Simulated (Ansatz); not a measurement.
# WO: magnetic states

Aim, for WO: find which magnetic order is lowest.

Method: DFT PBE, scalar-relativistic, plane waves, PAW, in Ansatz 0.2.0.

2 further runs of the same task are left out: 2 set aside as unsound or not needed.

## Step 1: The starting structure

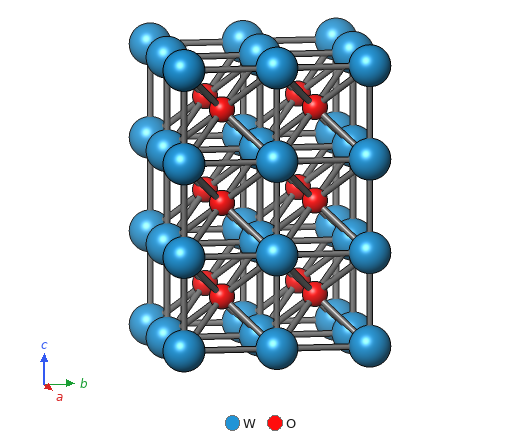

The starting structure, seen slightly off an axis (tungsten blue, oxygen red). 2×2×3 cells are drawn. Atoms on the faces are drawn again on the opposite ones.

Coordinates:

```cif
data_structure
_symmetry_space_group_name_H-M 'Pm-3m'
_symmetry_Int_Tables_number 221
_cell_length_a 2.8260
_cell_length_b 2.8260
_cell_length_c 2.8260
_cell_angle_alpha 90.000
_cell_angle_beta 90.000
_cell_angle_gamma 90.000
_cell_volume 22.57
loop_
_atom_site_label
_atom_site_type_symbol
_atom_site_symmetry_multiplicity
_atom_site_Wyckoff_symbol
_atom_site_fract_x
_atom_site_fract_y
_atom_site_fract_z
_atom_site_occupancy
W1 W 1 a 0.00000 0.00000 0.00000 1
O1 O 1 b 0.50000 0.50000 0.50000 1
```

This cell was relaxed beforehand with the same method: volume 11.28 Å³/atom, gap on the mesh none (metal).

The structure is invented: a known structure type filled with these elements, not a reported compound.

## Step 2: Magnetic start: large parallel starting moments

input.yaml reads:

```yaml
crystal:
  lattice:
    - [2.8260125898, 0.0, 0.0]
    - [0.0, 2.8260125898, 0.0]
    - [0.0, 0.0, 2.8260125898]
  atoms:
    - { symbol: W, position: [0.0, 0.0, 0.0], spin: 2.5 }
    - { symbol: O, position: [0.5, 0.5, 0.5] }
basis:
  ecutwfc: 420
kpoints:
  mp_grid: { grid: [14, 14, 14] }
hamiltonian:
  xc: pbe
scf:
  occupations: { method: gaussian, width: 0.1 }
  lower_state_search: "off"
output:
  forces: true
  stress: true
  eigenvalues: true
  populations: true
magnetization:
  spin_polarized: true
```

The run is started by

```bash
> ansatz run input.yaml --threads 1 --pin off --max-ram 2560MiB --backend cpu --events-out ev --progress --plain --runs-dir out
```

The program printed (excerpt; [...] marks lines left out):

```text
Warning: RAYON_NUM_THREADS=1 ignored (pool sized by the plan → 1); use --threads N
[...]
Pseudopotentials: kind: paw
Pseudopotential: W, paw, valence charge 14, recommended cutoff 420 eV (normal), W.paw.azcp
Pseudopotential: O, paw, valence charge 6, recommended cutoff 420 eV (normal), O.paw.azcp
Functional definition: PBE
[...]
Crystal: 2 atoms, lattice volume = 22.570 Å³
Basis set: ecut = 420 eV, 461 PW (Γ), exchange–correlation on 40×40×40 points (8 copies of the dense FFT grid, shifted against one another)
Bands: 16, of which v1, the nominal top of the filled ones, is band 10 counted from 1 (9 counted from 0)
Symmetry: 48 space group operations
Space group: Pm-3m (ITA 221), of the structure as read, at distance tolerance 2.8e-5 Å
Magnetic group: BNS 221.92 (UNI 1594), of the structure as read, at distance tolerance 2.8e-5 Å
k-points: 120 of 2744
[...]
Starting moments: Σ|m| = 2.5 μB on 1 of 2 sites
[...]
SCF iter   1: F=—  HF=-10948.646906 eV  |F-HF|=—  |Δ(HF+E_count)|=         —  Δρ=9.46e-2 (↑7.21e-2 ↓9.46e-2)  dr2=1.10e0  dr2_m=1.16e0  M=1.222 μB ∫|m|=1.237 μB  β_m=0.30  ethr=3.10e-3  ⟨swp⟩=5.0  Hψ=16711  notcnv=0
[...]
spin-set hold released at iteration 8 (site moments contracting): the magnetisation degrees of freedom join the quasi-Newton model from the next iteration; the mixer history was flushed
[...]
SCF iter  20: F=-10948.935738 eV  HF=-10948.935738 eV  |F-HF|=1.82e-12  |Δ(HF+E_count)|=  7.49e-10  Δρ=9.48e-8 (↑9.48e-8 ↓9.19e-8)  dr2=4.12e-12  dr2_m=1.02e-12  M=0.000 μB ∫|m|=0.000 μB  ethr=1.09e-12  ⟨swp⟩=1.0  Hψ=10724  notcnv=0
WARN: the starting moments were not kept: the SCF closed with an absolute magnetisation of 5.2e-6 μB, where they sum to 2.5 μB in size (1 site). That is at most 0.1 of that sum. Measured as dr2_m measures the in/out step, that magnetisation stands 5.7e-12 eV from none, at or under the [...]
SCF converged after 20 iterations
Magnetization: 0.0000 μB (10.0000 up, 10.0000 down)
Absolute magnetization: 0.0000 μB (∫|ρ↑−ρ↓|, with the PAW one-centre terms)
Spin contamination: 0.0000 ħ² per cell (⟨S²⟩ above its minimum at these occupations)
Per-site moments (μB) at R_I (Å): [(3.267275244768294e-6, 1.0095519613498491), (2.252571990667312e-7, 1.0095519613498491)]
Free energy (F): -10948.935738 eV
[...]
E sigma→0 (E₀):  -10948.929795 eV
Entropy (-TS):   -0.011888 eV (-5.944 meV/atom)
Fermi energy:    19.911018 eV
[...]
--- Forces (eV/Å), atoms counted from 1 ---
  atom   1  W     -0.00000000    -0.00000000    -0.00000000
  atom   2  O      0.00000000    -0.00000000    -0.00000000
[...]
--- Stress (GPa, compression-positive) ---
        0.003379       0.000000       0.000000
       -0.000000       0.003379       0.000000
        0.000000       0.000000       0.003379
  P = ⅓ Tr σ = 0.0034 GPa (0.034 kbar)
--- Band table (eV; the first three rows and the last of 240) ---
  k-point 0 ↑: bands = ["-55.1032", "-19.0501", "-19.0501", "-19.0501", "-1.7893", "14.8711", "14.8711", "14.8711", "15.1526", "15.1526", "17.4224", "22.1173", "22.1173", "22.1173", "36.8486", "36.8486"]
[...]
--- Löwdin populations: 2 sites ---
  site symbol       q [e]    m [muB]
     0      W     13.2595     0.0000
     1      O      6.6537     0.0000
  spilling = 0.004340 (of n_electrons = 20.000000)
```

It took 31 s on 1 thread of Intel Xeon at 2.50GHz (Skylake/Cascade Lake), shared host; peak memory 0.36 GiB.

Result: -5474.4649 eV/atom at zero smearing, pressure 0.00 GPa and no gap on the mesh. The moments have vanished. The log warns that the starting moments were lost.

## Step 3: Magnetic start: antiferromagnetic, doubled cell, propagation vector (0, 0, 1/2)

input.yaml reads:

```yaml
crystal:
  lattice:
    - [2.8260125898, 0.0, 0.0]
    - [0.0, 2.8260125898, 0.0]
    - [0.0, 0.0, 5.6520251795]
  atoms:
    - { symbol: W, position: [0.0, 1.0, 0.0], spin: 1.0 }
    - { symbol: O, position: [0.5, 0.5, 0.25] }
    - { symbol: W, position: [0.0, 1.0, 0.5], spin: -1.0 }
    - { symbol: O, position: [0.5, 0.5, 0.75] }
basis:
  ecutwfc: 420
kpoints:
  mp_grid: { grid: [14, 14, 7] }
hamiltonian:
  xc: pbe
scf:
  occupations: { method: gaussian, width: 0.1 }
  lower_state_search: "off"
output:
  forces: true
  stress: true
  eigenvalues: true
  populations: true
magnetization:
  spin_polarized: true
```

The run is started by

```bash
> ansatz run input.yaml --threads 1 --pin off --max-ram 2560MiB --backend cpu --events-out ev --progress --plain --runs-dir out
```

The program printed (excerpt; [...] marks lines left out):

```text
Warning: RAYON_NUM_THREADS=1 ignored (pool sized by the plan → 1); use --threads N
[...]
[... 4 set-up lines as earlier in the session ...]
[...]
Crystal: 4 atoms, lattice volume = 45.139 Å³
Basis set: ecut = 420 eV, 927 PW (Γ), exchange–correlation on 40×40×80 points (8 copies of the dense FFT grid, shifted against one another)
Bands: 26, of which v1, the nominal top of the filled ones, is band 20 counted from 1 (19 counted from 0)
Symmetry: 16 space group operations
Space group: P4/mmm (ITA 123), of the structure as read, at distance tolerance 3.6e-5 Å
Magnetic group: BNS 123.348 (UNI 1008), of the structure as read, at distance tolerance 3.6e-5 Å
k-points: 144 of 1372
[...]
Starting moments: Σ|m| = 2 μB on 2 of 4 sites
Starting magnetic order: antiferromagnet; a translation exchanges its spin sublattices: spin-degenerate at every k-point
[...]
WARN: the starting moments were not kept: the SCF closed with an absolute magnetisation of 1.5e-6 μB, where they sum to 2 μB in size (2 sites). That is at most 0.1 of that sum. Measured as dr2_m measures the in/out step, that magnetisation stands 3.1e-13 eV from none, at or under the [...]
Per-site moments (μB) at R_I (Å): [(-5.702572660611529e-8, 1.009551961343895), (2.3344074068964184e-16, 1.009551961343895), (5.702572660611529e-8, 1.009551961343895), (-2.3344077138534093e-16, 1.009551961343895)]
Free energy (F): -21897.871477 eV
[...]
E sigma→0 (E₀):  -21897.859589 eV
Entropy (-TS):   -0.023775 eV (-5.944 meV/atom)
Fermi energy:    19.911018 eV
[...]
--- Forces (eV/Å), atoms counted from 1 ---
  atom   1  W     -0.00000000    -0.00000000     0.00000000
  atom   2  O      0.00000000    -0.00000000    -0.00000000
  atom   3  W      0.00000000    -0.00000000     0.00000000
  atom   4  O      0.00000000    -0.00000000     0.00000000
[...]
--- Stress (GPa, compression-positive) ---
        0.003366      -0.000000      -0.000000
       -0.000000       0.003366       0.000000
       -0.000000       0.000000       0.003366
  P = ⅓ Tr σ = 0.0034 GPa (0.034 kbar)
--- Band table (eV; the first three rows and the last of 288) ---
[... band rows left out ...]
[...]
--- Löwdin populations: 4 sites ---
  site symbol       q [e]    m [muB]
     0      W     13.2595    -0.0000
     1      O      6.6537     0.0000
     2      W     13.2595     0.0000
     3      O      6.6537     0.0000
  spilling = 0.004340 (of n_electrons = 40.000000)
```

It took 43 s on 1 thread of Intel Xeon at 2.50GHz (Skylake/Cascade Lake), shared host; peak memory 0.48 GiB.

This run gives -5474.4649 eV/atom at zero smearing, pressure 0.00 GPa and no gap on the mesh. The moments have vanished. The log warns that the starting moments were lost.

## Step 4: The magnetic starts in order of energy

All runs keep the base geometry. A propagation vector, in units of the reciprocal vectors, doubles the cell. Energies are extrapolated to zero smearing. The moments by site are integrated in spheres around the atoms, sized by the neighbour distance.

```csv
start,ends,energy above the lowest (meV/atom),site moments (μB),gap on the mesh (eV),pressure (GPa),CPU time
no spin,non-magnetic (imposed),0.00,none,metal,0.0,21 s
large parallel starting moments,non-magnetic,0.00,none over 0.05,metal,0.0,23 s
"antiferromagnetic, doubled cell, propagation vector (0, 0, 1/2)",non-magnetic,0.00,none over 0.05,metal,0.0,35 s
```

## Step 5: What came out

```
      quantity                                      value
magnetic state  non-magnetic from all starts in the table
```

In words: All starts in the table end without moments: as far as tried, the cell is non-magnetic at this level. The runs treat W without spin-orbit coupling.
